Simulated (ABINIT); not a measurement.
## Converging GW for ZnSe (Stilleite) in ABINIT

Aim: raise bands and screening cutoff together for ZnSe (Stilleite) and follow gap and time.

Main program and level: ABINIT 10.8.3; PBE and many-body steps on it, plane waves.

## (1) The structure

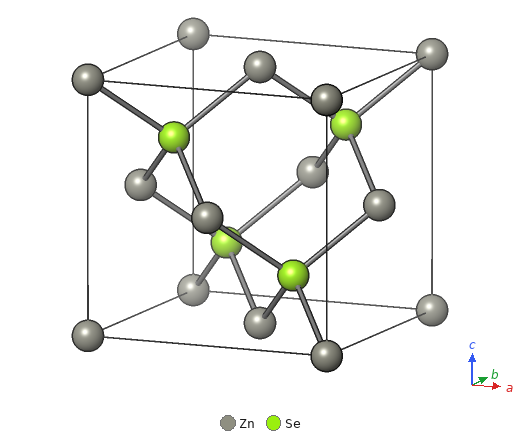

The cell as given, slightly off an axis (zinc grey, selenium green). This picture shows the conventional cell, with its axes. Bonds to atoms that aren't drawn are left out. Some periodic images of atoms are drawn too.

The cell and positions come from the Crystallography Open Database and are kept as given unless a step says otherwise.

## (2) Empty states on the mesh, 4×4×4 mesh, 856 bands

This step: ABINIT 10.8.3; DFT, PBE, plane waves, norm-conserving pseudopotentials.

The sums over transitions need many empty states on a uniform mesh; this step solves for them.

The input, run.abi:

```
acell 3*1.0 Angstrom
rprim 
  -0.000000000000 2.833800000000 2.833800000000
  2.833800000000 -0.000000000000 2.833800000000
  2.833800000000 2.833800000000 0.000000000000
ntypat 2
znucl 30 34
natom 2
typat 1 2
xred 
  0.000000000000 0.000000000000 0.000000000000
  0.250000000000 0.250000000000 0.250000000000
pp_dirpath "pseudos"
pseudos "Zn.upf, Se.upf"
ecut 48
ngkpt 4 4 4
nshiftk 1
shiftk 0 0 0
kptopt 1
chksymbreak 0
irdden 1
istwfk *1
nband 856
prtvol 0
optdriver 6
gwr_task "HDIAGO"
paral_kgb 0
occopt 1
indata_prefix "in"
outdata_prefix "out"
tmpdata_prefix "tmp"
```

On the command line:

```console
> OMP_NUM_THREADS=1 mpirun -n 8 abinit run.abi > log
```

The log of the run:

```text
.Version 10.8.3 of ABINIT. v10.8.2 released Aug 2026.

 Symmetries : space group F-4 3 m (#216); Bravais cF (face-center cubic)
[... echo of the input left out ...]
== DATASET  1 ==================================================================
-   mpi_nproc: 8, omp_nthreads: 1 (-1 if OMP is not activated)

--- !DatasetInfo
iteration_state: {dtset: 1, }
dimensions: {natom: 2, nkpt: 8, mband: 856, nsppol: 1, nspinor: 1, nspden: 1, mpw: 4910, }
cutoff_energies: {ecut:  48.0, pawecutdg:  -1.0, }
[...]
Direct band gap semiconductor
 Fundamental gap:     1.289 (eV)
   VBM:     4.164 (eV) at k: [ 0.0000E+00,  0.0000E+00,  0.0000E+00]
   CBM:     5.453 (eV) at k: [ 0.0000E+00,  0.0000E+00,  0.0000E+00]
 Direct gap:         1.289 (eV) at k: [ 0.0000E+00,  0.0000E+00,  0.0000E+00]

== END DATASET(S) ==============================================================
================================================================================

 -outvars: echo values of variables after computation  --------
           etotal      0.0000000000E+00
            nband         856
             nkpt           8
          spgroup         216
 [... the other variables as echoed above ...]

 Calculation completed.
```

Wall time 79 s (8 MPI ranks of Arm Neoverse V2, shared host); peak memory 11 GiB; 11 min of CPU time.

This step gave:

```
gap                                                           : 1.289 eV
k of the valence top                                          : 0, 0, 0
k of the conduction bottom                                    : 0, 0, 0
least direct gap                                              : 1.289 eV
k points computed                                             : 8
lowest point of the top converged band, above the valence top : 384.6607 eV
```

On this mesh the gap is 1.289 eV.

The density comes from a self-consistent run that is not shown.

## (3) Screening, 4×4×4 mesh, 125 bands, screening to 125.2 eV

The RPA dielectric matrix is built and inverted for each q.

This step: RPA screening on PBE, plane waves, norm-conserving pseudopotentials.

run.abi: that of step 2 with these lines changed.

```diff
@@ -20,10 +20,11 @@
 chksymbreak 0
-irdden 1
 istwfk *1
-nband 856
-prtvol 0
-optdriver 6
-gwr_task "HDIAGO"
-paral_kgb 0
 occopt 1
+irdwfk 1
+optdriver 3
+nband 125
+ecuteps 4.6
+inclvkb 2
+awtr 1
+symchi 1
 indata_prefix "in"
```

The log of the run:

```text
.Version 10.8.3 of ABINIT. v10.8.2 released Aug 2026.

 Symmetries : space group F-4 3 m (#216); Bravais cF (face-center cubic)
[... echo of the input left out ...]
== DATASET  1 ==================================================================
-   mpi_nproc: 8, omp_nthreads: 1 (-1 if OMP is not activated)

--- !DatasetInfo
iteration_state: {dtset: 1, }
dimensions: {natom: 2, nkpt: 8, mband: 125, nsppol: 1, nspinor: 1, nspden: 1, mpw: 4910, }
cutoff_energies: {ecut:  48.0, pawecutdg:  -1.0, }
electrons: {nelect:   4.40000000E+01, charge:   0.00000000E+00, occopt:   1.00000000E+00, tsmear:   1.00000000E-02, }

 SCREENING: Calculation of the susceptibility and dielectric matrices

 Based on a program developped by R.W. Godby, V. Olevano, G. Onida, and L. Reining.
 Incorporated in ABINIT by V. Olevano, G.-M. Rignanese, and M. Torrent.
.Using double precision arithmetic ; gwpc =  8

[... cell and pseudopotentials left out ...]
--------------------------------------------------------------------------------

 ==== K-mesh for the wavefunctions ====
 Number of points in the irreducible wedge :     8
[... list of points left out ...]
 Together with 24 symmetry operations and time-reversal symmetry
 yields    64 points in the full Brillouin Zone.

 ==== Q-mesh for the screening function ====
 Number of points in the irreducible wedge :     8
[... list of points left out ...]
 Together with 24 symmetry operations and time-reversal symmetry
 yields    64 points in the full Brillouin Zone.

 setmesh: FFT mesh size selected  =    32x   32x   32
          total number of points  =        32768

 vcoul_init : cutoff-mode = AUXILIARY_FUNCTION
 q-points for optical limit:   1
     1)      0.000010    0.000020    0.000030

- screening: taking advantage of time-reversal symmetry
- Maximum band index for partially occupied states nbvw = 22
- Remaining bands to be divided among processors   nbcw = 103
- Number of bands treated by each node ~12

 Number of electrons calculated from density =   44.0000; Expected =   44.0000
 average of density, n =  0.143258
 r_s =    1.1856
 omega_plasma =   36.5103 [eV]

 calculating chi0 at frequencies [eV] :
  1    0.000000E+00    0.000000E+00
  2    0.000000E+00    3.651025E+01

--------------------------------------------------------------------------------
  q-point number  1        q = ( 0.000000, 0.000000, 0.000000) [r.l.u.]
--------------------------------------------------------------------------------
[... chi0 elements left out ...]
 For q-point:  0.000010 0.000020 0.000030
  dielectric constant =  13.5288
  dielectric constant without local fields =  14.4733

  Average fulfillment of the sum rule on Im[epsilon] for q-point    1 :     38.41  [%]
[... wings left out ...]
  q-point number  2        q = ( 0.250000, 0.000000, 0.000000) [r.l.u.]
--------------------------------------------------------------------------------
[... chi0 elements left out ...]
  Average fulfillment of the sum rule on Im[epsilon] for q-point    2 :     44.92  [%]

 [... 6 further q-points ...]
```

The job ended after 22 s (8 MPI ranks; peak memory 2 GiB).

This step gave:

```yaml
eps_infinity_with_local_fields_on_this_mesh_along_the_program_s_q_direction: 13.53
the_same_without_local_fields: 14.47
plasma_frequency: 36.51 eV
plane_waves_in_the_screening_matrix: 137
```

Local fields lower ε∞ by 7 %. On a Γ-centred mesh this coarse the value itself is usually too large, while a short band sum pulls it down.

## (4) 125 bands, 125.2 eV

The self-energy is evaluated for the states that the input lists, and the levels follow from it, in one-shot runs by the linearised quasiparticle equation.

This step: G0W0 on PBE, plane waves, norm-conserving pseudopotentials.

run.abi: that of step 3 with these lines changed.

```diff
@@ -23,8 +23,19 @@
 irdwfk 1
-optdriver 3
+optdriver 4
 nband 125
+gwcalctyp 0
+ecutsigx 48
+symsigma 1
+nkptgw 3
+kptgw 
+  0.0000000000 0.0000000000 0.0000000000
+  0.5000000000 0.0000000000 0.0000000000
+  0.5000000000 0.5000000000 0.0000000000
+bdgw 
+  20 26
+  21 25
+  21 24
 ecuteps 4.6
-inclvkb 2
-awtr 1
-symchi 1
+irdscr 1
+ppmodel 1
 indata_prefix "in"
```

The log of the run:

```text
.Version 10.8.3 of ABINIT. v10.8.2 released Aug 2026.

 Symmetries : space group F-4 3 m (#216); Bravais cF (face-center cubic)
[... echo of the input left out ...]
== DATASET  1 ==================================================================
-   mpi_nproc: 8, omp_nthreads: 1 (-1 if OMP is not activated)

--- !DatasetInfo
iteration_state: {dtset: 1, }
dimensions: {natom: 2, nkpt: 8, mband: 125, nsppol: 1, nspinor: 1, nspden: 1, mpw: 4910, }
cutoff_energies: {ecut:  48.0, pawecutdg:  -1.0, }
electrons: {nelect:   4.40000000E+01, charge:   0.00000000E+00, occopt:   1.00000000E+00, tsmear:   1.00000000E-02, }

 SIGMA: Calculation of the GW corrections

 Based on a program developped by R.W. Godby, V. Olevano, G. Onida, and L. Reining.
 Incorporated in ABINIT by V. Olevano, G.-M. Rignanese, and M. Torrent.
.Using double precision arithmetic ; gwpc =  8

[... cell and pseudopotentials left out ...]
--------------------------------------------------------------------------------

 ==== K-mesh for the wavefunctions ====
 Number of points in the irreducible wedge :     8
[... list of points left out ...]
 Together with 24 symmetry operations and time-reversal symmetry
 yields    64 points in the full Brillouin Zone.

 ==== Q-mesh for screening function ====
 Number of points in the irreducible wedge :     8
[... list of points left out ...]
 Together with 24 symmetry operations and time-reversal symmetry
 yields    64 points in the full Brillouin Zone.

 vcoul_init : cutoff-mode = AUXILIARY_FUNCTION
 q-points for optical limit:   1
     1)      0.000010    0.000020    0.000030
 setmesh: FFT mesh size selected  =    48x   48x   48
          total number of points  =       110592

 Number of electrons calculated from density =   44.0000; Expected =   44.0000
 average of density, n =  0.143258
 r_s =    1.1856
 omega_plasma =   36.5103 [eV]

 === KS Band Gaps ===
  >>>> For spin  1
   Minimum direct gap =   1.2885 [eV], located at k-point      :   0.0000  0.0000  0.0000
   Fundamental gap    =   1.2885 [eV], Top of valence bands at :   0.0000  0.0000  0.0000
                                       Bottom of conduction at :   0.0000  0.0000  0.0000
 SIGMA fundamental parameters:
 PLASMON POLE MODEL  1
 number of plane-waves for SigmaX                 4909
 number of plane-waves for SigmaC and W            137
 number of plane-waves for wavefunctions          4909
 number of bands                                   125
 number of independent spin polarizations            1
 number of spinorial components                      1
 number of k-points in IBZ                           8
 number of q-points in IBZ                           8
 number of symmetry operations                      24
 number of k-points in BZ                           64
 number of q-points in BZ                           64
 number of frequencies for dSigma/dE                 9
 frequency step for dSigma/dE [eV]                0.25
 number of omega for Sigma on real axis              0
 max omega for Sigma on real axis  [eV]           0.00
 zcut for avoiding poles [eV]                     0.10

 EPSILON^-1 parameters (SCR file):
 dimension of the eps^-1 matrix on file            137
 dimension of the eps^-1 matrix used               137
 number of plane-waves for wavefunctions          4909
 number of bands                                   125
 number of q-points in IBZ                           8
 number of frequencies                               2
 number of real frequencies                          1
 number of imag frequencies                          1

 matrix elements of self-energy operator (all in [eV])

 Perturbative Calculation

--- !SelfEnergy_ee
iteration_state: {dtset: 1, }
kpoint     : [   0.000,    0.000,    0.000, ]
spin       : 1
KS_gap     :    1.289
QP_gap     :    2.003
Delta_QP_KS:    0.715
data: !SigmaeeData |
     Band     E0 <VxcDFT>   SigX SigC(E0)      Z dSigC/dE  Sig(E)    E-E0       E
       20   4.164 -17.093 -19.827   2.035   0.801  -0.248 -17.653  -0.560   3.604
       21   4.164 -17.093 -19.827   2.035   0.801  -0.248 -17.653  -0.560   3.604
       22   4.164 -17.093 -19.827   2.035   0.801  -0.248 -17.653  -0.560   3.604
       23   5.453 -12.787  -8.817  -3.781   0.818  -0.223 -12.633   0.155   5.608
       24   9.979 -11.028  -6.246  -4.384   0.815  -0.227 -10.704   0.325  10.303
       25   9.979 -11.028  -6.246  -4.384   0.815  -0.227 -10.704   0.325  10.303
[...]
--- !SelfEnergy_ee
iteration_state: {dtset: 1, }
kpoint     : [   0.500,    0.000,    0.000, ]
spin       : 1
KS_gap     :    3.413
QP_gap     :    4.296
Delta_QP_KS:    0.884
data: !SigmaeeData |
     Band     E0 <VxcDFT>   SigX SigC(E0)      Z dSigC/dE  Sig(E)    E-E0       E
[...]
--- !SelfEnergy_ee
iteration_state: {dtset: 1, }
kpoint     : [   0.500,    0.500,    0.000, ]
spin       : 1
KS_gap     :    5.173
QP_gap     :    5.976
Delta_QP_KS:    0.803
data: !SigmaeeData |
     Band     E0 <VxcDFT>   SigX SigC(E0)      Z dSigC/dE  Sig(E)    E-E0       E
[...]
22   1.982 -13.926 -17.230   2.270   0.794  -0.259 -14.748  -0.822   1.161
       23   7.155  -9.890  -6.165  -3.747   0.826  -0.211  -9.908  -0.019   7.137
       24   7.631 -12.048  -7.894  -3.877   0.818  -0.223 -11.821   0.227   7.858

== END DATASET(S) ==============================================================
================================================================================

 -outvars: echo values of variables after computation  --------
           etotal      0.0000000000E+00
            nband         125
             nkpt           8
          spgroup         216
 [... the other variables as echoed above ...]

 Calculation completed.
```

The job ended after 6 s (8 MPI ranks; peak memory 1.6 GiB).

Numbers from this step:

```yaml
g0w0_gap_on_the_points_computed: 2.004 eV
starting_gap_on_the_mesh: 1.289 eV
k_of_the_valence_top: 0, 0, 0
k_of_the_conduction_bottom: 0, 0, 0
z_at_the_valence_top: 0.801
z_at_the_conduction_bottom: 0.818
least_direct_g0w0_gap_on_the_computed_points: 2.004 eV
```

The gap on the mesh goes from 1.29 eV to 2.00 eV, a correction of +0.72 eV.

## (5) Screening, 4×4×4 mesh, 185 bands, screening to 170.3 eV

This step: RPA screening on PBE, plane waves, norm-conserving pseudopotentials.

run.abi: that of step 4 with these lines changed.

```diff
@@ -23,19 +23,8 @@
 irdwfk 1
-optdriver 4
-nband 125
-gwcalctyp 0
-ecutsigx 48
-symsigma 1
-nkptgw 3
-kptgw 
-  0.0000000000 0.0000000000 0.0000000000
-  0.5000000000 0.0000000000 0.0000000000
-  0.5000000000 0.5000000000 0.0000000000
-bdgw 
-  20 26
-  21 25
-  21 24
-ecuteps 4.6
-irdscr 1
-ppmodel 1
+optdriver 3
+nband 185
+ecuteps 6.26
+inclvkb 2
+awtr 1
+symchi 1
 indata_prefix "in"
```

The log of the run:

```text
.Version 10.8.3 of ABINIT. v10.8.2 released Aug 2026.

 Symmetries : space group F-4 3 m (#216); Bravais cF (face-center cubic)
[... echo of the input left out ...]
== DATASET  1 ==================================================================
-   mpi_nproc: 8, omp_nthreads: 1 (-1 if OMP is not activated)

--- !DatasetInfo
iteration_state: {dtset: 1, }
dimensions: {natom: 2, nkpt: 8, mband: 185, nsppol: 1, nspinor: 1, nspden: 1, mpw: 4910, }
cutoff_energies: {ecut:  48.0, pawecutdg:  -1.0, }
electrons: {nelect:   4.40000000E+01, charge:   0.00000000E+00, occopt:   1.00000000E+00, tsmear:   1.00000000E-02, }

 SCREENING: Calculation of the susceptibility and dielectric matrices

 Based on a program developped by R.W. Godby, V. Olevano, G. Onida, and L. Reining.
 Incorporated in ABINIT by V. Olevano, G.-M. Rignanese, and M. Torrent.
.Using double precision arithmetic ; gwpc =  8

[... cell and pseudopotentials left out ...]
--------------------------------------------------------------------------------

 ==== K-mesh for the wavefunctions ====
 Number of points in the irreducible wedge :     8
[... list of points left out ...]
 Together with 24 symmetry operations and time-reversal symmetry
 yields    64 points in the full Brillouin Zone.

 ==== Q-mesh for the screening function ====
 Number of points in the irreducible wedge :     8
[... list of points left out ...]
 Together with 24 symmetry operations and time-reversal symmetry
 yields    64 points in the full Brillouin Zone.

 setmesh: FFT mesh size selected  =    32x   32x   32
          total number of points  =        32768

 vcoul_init : cutoff-mode = AUXILIARY_FUNCTION
 q-points for optical limit:   1
     1)      0.000010    0.000020    0.000030

- screening: taking advantage of time-reversal symmetry
- Maximum band index for partially occupied states nbvw = 22
- Remaining bands to be divided among processors   nbcw = 163
- Number of bands treated by each node ~20

 Number of electrons calculated from density =   44.0000; Expected =   44.0000
 average of density, n =  0.143258
 r_s =    1.1856
 omega_plasma =   36.5103 [eV]

 calculating chi0 at frequencies [eV] :
  1    0.000000E+00    0.000000E+00
  2    0.000000E+00    3.651025E+01

--------------------------------------------------------------------------------
  q-point number  1        q = ( 0.000000, 0.000000, 0.000000) [r.l.u.]
--------------------------------------------------------------------------------
[... chi0 elements left out ...]
 For q-point:  0.000010 0.000020 0.000030
  dielectric constant =  13.5428
  dielectric constant without local fields =  14.4833

  Average fulfillment of the sum rule on Im[epsilon] for q-point    1 :     49.75  [%]
[... wings left out ...]
  q-point number  2        q = ( 0.250000, 0.000000, 0.000000) [r.l.u.]
--------------------------------------------------------------------------------
[... chi0 elements left out ...]
  Average fulfillment of the sum rule on Im[epsilon] for q-point    2 :     57.35  [%]

 [... 6 further q-points ...]
```

It took 45 s on 8 MPI ranks; peak memory 2.3 GiB.

Numbers from this step:

- ε∞ with local fields, on this mesh, along the program's q direction: 13.54
- the same without local fields: 14.48
- plasma frequency: 36.51 eV
- plane waves in the screening matrix: 259

(Part 1 of 2 ends here.)

[Paths, hosts, dates, memory and timing lines, banners, echoed tables and standing remarks are left out of the program output.]

[Logs are printed without paths, hosts, clocks, repeated set-up lines and the standing remarks that a program may print on its own settings, such as how far it seeks lower states.]

[Runs of the session that timed out or met a known fault of the program may be left out.]

[Hosts, paths, dates, database ids (printed as entryN), source tags and the programs' standing remarks are cut or masked in the printed files.]

[G0W0 gaps are taken among the corrected bands and points alone; a level outside them can change the order at an edge.]

[Where Ansatz stands beside ABINIT at settings called matched, ABINIT's density can come from a denser mesh and the files from another edition; pairs whose starting gaps differed by over 0.03 eV were left out, so agreement reads better than it is.]
